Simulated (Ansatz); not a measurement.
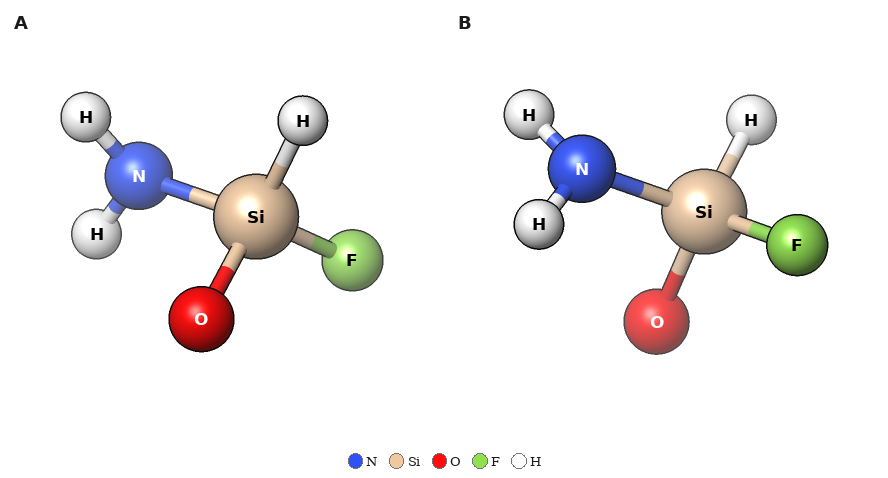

Depth is shown by fading: the farther an atom, the more it takes the colour of the background. The species is neutral and a spin doublet. Computed geometry: PBE0-D4/def2-TZVP optimisation. No frequency run is at hand to confirm it as a minimum.

How are A and B related: the same structure turned, mirror images, conformers, diastereomers or constitutional isomers?

They are enantiomers, mirror images that no rotation superimposes: A is N[Si@@H]([O])F (S), B is N[Si@H]([O])F (R). Their energies are equal.
